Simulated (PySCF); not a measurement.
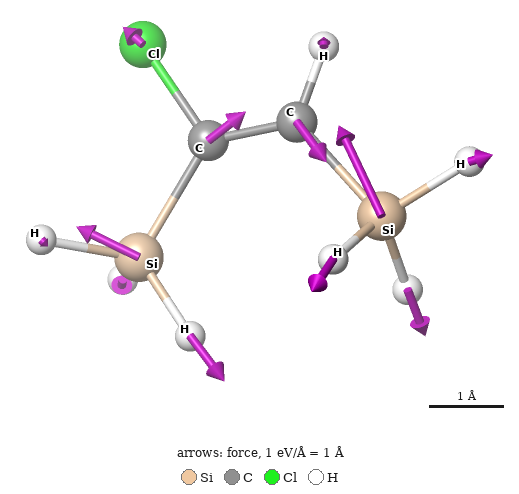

Starting geometry of C₂H₇ClSi₂ with the computed forces as purple arrows. A ball-and-stick model, seen at a tilt.

The start comes from GFN2-xTB. Its atoms were then displaced at random by about 0.01 Å.

All numbers below come from PySCF 2.14.0, density-fitted response routines, PBE0-D3(BJ)/def2-SVP geometry optimisation, gas phase. 

> Is this structure relaxed? If not, where do the atoms go?

It isn't relaxed: the largest force vector, on a Si atom, is 1.52 eV/Å. The final displacements follow the starting forces only in part (cosine between the two patterns 0.38). Over 5 geometry steps the energy falls by 2.36 kcal/mol. The atom that moves furthest after the best rigid fit is an H atom (0.11 Å). Largest moves by element: H 0.11 Å, Cl 0.05 Å, Si 0.05 Å, C 0.05 Å. Among the contacts that change: H–Si 1.450 → 1.494 Å, C–Si 1.915 → 1.882 Å, C–Si 1.857 → 1.886 Å, H–Si 1.472 → 1.491 Å. Among the angles between lasting bonds that change: H–Si–H 111.6° → 108.5°, C–Si–H 108.6° → 111.4°, C–Si–H 111.7° → 109.0°. Cost: 35 s on 1 thread of Arm Neoverse V1 (shared host).
